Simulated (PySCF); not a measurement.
C$_{6}$H$_{14}$O: spin–spin coupling calculation

C$_{6}$H$_{14}$O, SMILES CCCCOCC, computed with B3LYP/pcSseg-1 H:pcJ-1 indirect spin-spin coupling, non-relativistic, gas phase (PySCF 2.14.0).

The geometry comes from this level: PBE0-D3(BJ)/def2-SVP.

Figures and captions count atoms from 1; the log counts them from 0 in places.

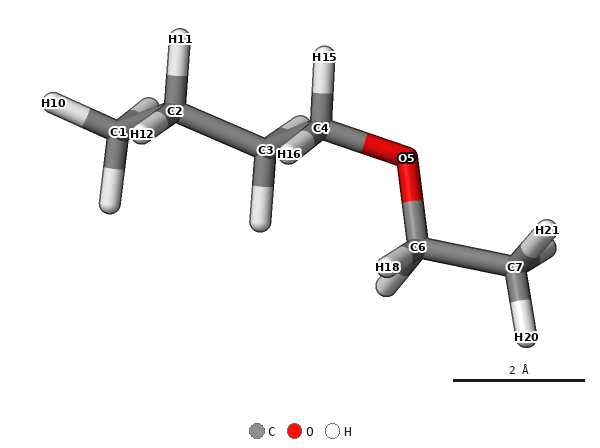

**Figure 1.** The structure (stick view, seen at a tilt; atoms are numbered from 1 in the order of the input).

The input:
```
{"job": {"xc": "B3LYP", "basis": {"default": "pcSseg-1", "H": "pcJ-1"}, "nuclei": ["H", "F", "P", "Si", "B"], "kind": "j"}, "charge": 0, "multiplicity": 1}
C      3.284828     0.655244     0.476418
C      2.235592    -0.433126     0.316121
C      0.861912     0.102637    -0.061479
C     -0.176744    -0.999306    -0.211047
O     -1.427196    -0.555487    -0.654741
C     -2.204657     0.099037     0.308656
C     -3.565043     0.385443    -0.280020
H      2.999653     1.371768     1.264127
H      3.411999     1.227735    -0.456842
H      4.266343     0.236759     0.746960
H      2.566809    -1.156732    -0.450437
H      2.156135    -1.010540     1.254934
H      0.534157     0.830422     0.701289
H      0.917924     0.657708    -1.014066
H      0.172713    -1.729181    -0.960046
H     -0.279967    -1.549479     0.748832
H     -1.728868     1.045278     0.636182
H     -2.300401    -0.534867     1.215920
H     -3.469955     1.023392    -1.171437
H     -4.206219     0.900516     0.450813
H     -4.057934    -0.550279    -0.583020
```

The first line tells a small driver script what to run in PySCF; the rest is the geometry in Å.

Run on 1 CPU thread, shared host.

Launched with:
```bash
OMP_NUM_THREADS=1 python <driver script> task.json out
```

The program's output:
```
coarse grid: 16288 points
cycle   1  E = -312.1051799117  dE =  4.453e-01  |g| = 6.996e-01  |ddm| = 3.267e+00
cycle   2  E = -311.9969195809  dE =  1.083e-01  |g| = 1.026e+00  |ddm| = 1.693e+00
cycle   3  E = -312.2083655646  dE = -2.114e-01  |g| = 1.210e-01  |ddm| = 1.175e+00
cycle   4  E = -312.2107818556  dE = -2.416e-03  |g| = 4.517e-02  |ddm| = 1.149e-01
cycle   5  E = -312.2112393325  dE = -4.575e-04  |g| = 6.143e-03  |ddm| = 3.893e-02
cycle   6  E = -312.2112463932  dE = -7.061e-06  |g| = 2.439e-03  |ddm| = 6.519e-03
final grid: 153664 points
cycle   7  E = -312.2790108333  dE = -5.390e-05  |g| = 8.524e-03  |ddm| = 2.960e-02
cycle   8  E = -312.2789956991  dE =  1.513e-05  |g| = 1.198e-02  |ddm| = 1.447e-02
cycle   9  E = -312.2790272843  dE = -3.159e-05  |g| = 1.183e-03  |ddm| = 9.124e-03
cycle  10  E = -312.2790275458  dE = -2.615e-07  |g| = 2.145e-04  |ddm| = 1.253e-03
cycle  11  E = -312.2790275544  dE = -8.645e-09  |g| = 5.586e-05  |ddm| = 1.866e-04
cycle  12  E = -312.2790275551  dE = -6.994e-10  |g| = 1.568e-05  |ddm| = 5.650e-05
```

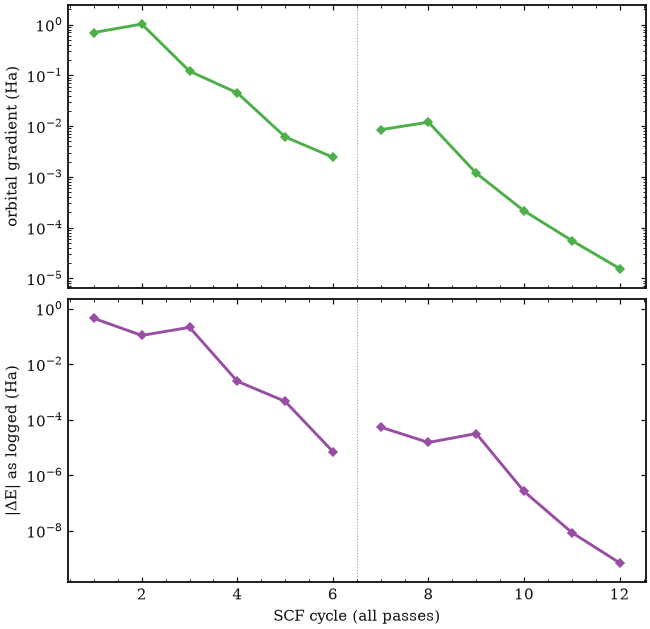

**Figure 2.** Convergence of the self-consistent field: orbital gradient and size of the energy change against the SCF cycle. The dotted line marks the change from a coarse to the final integration grid. The first 6 cycles use a coarse grid, the final grid takes over at cycle 7, and the field converges after 12 cycles in all.

```
converged SCF energy = -312.2790275551

Indirect spin-spin couplings (Hz)
  i      j    bonds     total        FC       PSO       DSO        SD
  7 H    8 H    2    -13.935   -13.801     2.342    -2.475         -
  7 H    9 H    2    -14.228   -14.074     2.435    -2.590         -
  7 H   10 H    3     16.253    16.673     2.385    -2.805         -
  7 H   11 H    3      4.303     4.435     0.416    -0.548         -
  7 H   13 H    4     -0.391    -0.271     0.353    -0.473         -
  8 H    9 H    2    -14.205   -14.047     2.439    -2.597         -
  8 H   10 H    3      4.269     4.404     0.430    -0.565         -
  8 H   11 H    3     16.348    16.768     2.385    -2.805         -
  8 H   12 H    4     -0.368    -0.264     0.278    -0.382         -
  8 H   13 H    4     -0.156    -0.321    -1.107     1.272         -
  9 H   10 H    3      3.761     3.891     0.359    -0.489         -
  9 H   11 H    3      3.800     3.929     0.359    -0.489         -
  9 H   12 H    4     -0.458    -0.239     1.189    -1.408         -
  9 H   13 H    4     -0.527    -0.302     1.204    -1.429         -
  9 H   14 H    5     -0.211    -0.115     0.650    -0.747         -
  9 H   15 H    5     -0.182    -0.087     0.639    -0.735         -
 10 H   11 H    2    -14.696   -14.691     1.849    -1.854         -
 10 H   12 H    3     14.462    14.848     2.270    -2.655         -
 10 H   13 H    3      4.392     4.462     0.237    -0.307         -
 10 H   15 H    4     -0.285    -0.224     0.219    -0.281         -
 11 H   12 H    3      4.104     4.171     0.223    -0.289         -
 11 H   13 H    3     15.009    15.398     2.288    -2.677         -
 11 H   14 H    4     -0.309    -0.256     0.158    -0.211         -
 12 H   13 H    2    -13.483   -13.559     1.638    -1.562         -
 12 H   14 H    3     14.413    14.831     2.228    -2.646         -
 12 H   15 H    3      5.234     5.274     0.072    -0.112         -
 13 H   14 H    3      4.828     4.873     0.187    -0.232         -
 13 H   15 H    3     12.907    13.311     2.215    -2.620         -
 13 H   17 H    5     -0.241    -0.036     1.044    -1.249         -
 13 H   20 H    6     -0.153    -0.020     0.621    -0.754         -
 14 H   15 H    2    -13.507   -13.438     1.555    -1.624         -
 14 H   16 H    4     -1.023    -0.680     1.653    -1.997         -
 14 H   17 H    4     -0.460    -0.189     1.226    -1.497         -
 14 H   18 H    5     -0.212    -0.047     0.801    -0.967         -
 15 H   16 H    4      0.319     0.436     0.262    -0.380         -
 15 H   17 H    4      0.316    -0.009    -1.756     2.081         -
 15 H   18 H    5     -0.162     0.062     1.112    -1.336         -
 15 H   19 H    5     -0.336    -0.184     0.749    -0.901         -
 16 H   17 H    2     -9.399    -9.351     1.585    -1.633         -
 16 H   18 H    3      5.364     5.479     0.306    -0.420         -
 16 H   19 H    3      2.178     2.264     0.269    -0.354         -
 16 H   20 H    3     15.314    15.757     2.360    -2.803         -
 17 H   18 H    3     15.539    15.989     2.366    -2.816         -
 17 H   19 H    3      2.197     2.302     0.322    -0.427         -
 17 H   20 H    3      5.521     5.642     0.333    -0.454         -
 18 H   19 H    2    -14.365   -14.213     2.467    -2.619         -
 18 H   20 H    2    -13.377   -13.249     2.344    -2.473         -
 19 H   20 H    2    -14.030   -13.871     2.480    -2.639         -
```

Key numbers:

| quantity | value |
| --- | --- |
| outcome | converged |
| total energy | −312.279028 hartree |
| HOMO | −6.95 eV |
| LUMO | 1.17 eV |
| dipole moment | 1.22 D |
| wall time | 61 s |
| peak memory | 1.2 GiB |
